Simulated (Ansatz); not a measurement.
## A small benchmark: atomisation enthalpy at 298 K

8 molecules; the atomisation enthalpy at 298 K in kJ/mol, computed less measured. Shapes, held fixed at every level: PBE0-D4/def2-TZVP. Flexible molecules stand in one conformer, not always the lowest. Thermal terms are harmonic and unscaled (PBE0-D4/def2-TZVP); the spin-orbit lowering of the free atoms is taken from their spectra. Programs: Ansatz 0.2.0. Measured values: Active Thermochemical Tables, CRC Handbook of Chemistry and Physics, NIST-JANAF tables.

Levels: A = B3LYP-D4/def2-TZVPP; B = BHLYP-D4/def2-TZVPP; C = wB97X-V/def2-TZVPP; D = CCSD(T)/def2-SVP.

| molecule | from tabulated heats | A | B | C | D |
| --- | --- | --- | --- | --- | --- |
| N2 (SMILES N#N) | 945 | +5 | -87 | +8 | -86 |
| BHF2 (SMILES FBF) | 1681 | -4 | -64 | -6 | -65 |
| CH3F (fluoromethane) | 1687 | -2 | -58 | -5 | -87 |
| C3H5N (propanenitrile) | 3661 | +3 | -128 | -5 | -173 |
| CH6N2 (methylhydrazine) | 2875 | +24 | -92 | +17 | -206 |
| C3H7Br (2-bromopropane) | 3888 | -10 | -98 | -8 | -173 |
| C4H7N (butyronitrile) | 4832 | +5 | -150 | -1 | -212 |
| Si(CH3)3Cl (chlorotrimethylsilane) | 5037 | -14 | -99 | +6 | -275 |

Q: Sum up the errors.

A: 
```csv
level,kind,mean error,mean absolute error,worst case
B3LYP-D4/def2-TZVPP,global hybrid,+0.9,8.4,CH6N2
BHLYP-D4/def2-TZVPP,global hybrid,-97.0,97.0,C4H7N
wB97X-V/def2-TZVPP,range-separated hybrid,+0.8,7.0,CH6N2
CCSD(T)/def2-SVP,coupled cluster or CI,-159.6,159.6,Si(CH3)3Cl
```

On this set wB97X-V/def2-TZVPP has the smallest mean absolute error and CCSD(T)/def2-SVP the largest. BHLYP-D4/def2-TZVPP is too low in 8 of 8; CCSD(T)/def2-SVP is too low in 8 of 8. The heats of C3H7Br, Si(CH3)3Cl come from older tables and can be uncertain by 10 kJ/mol or more. The tabulated value of BHF2 is in doubt (older tables, estimates, or at odds with other calculations) and kept here. Over the 7 molecules whose values aren't doubted the mean absolute errors are A 9.0; B 101.7; C 7.1; D 173.1. The smallest two are near a tie. For CCSD(T)/def2-SVP the error grows with the size of the molecule. Correlated wave functions converge slowly with the basis. Relativity is left out for Br. Outer-core shells of Br are correlated, in sets that cover them unevenly. The set is small.

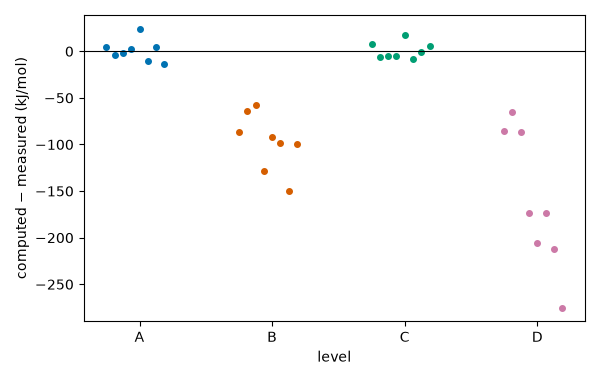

Errors of each level, one point a molecule.
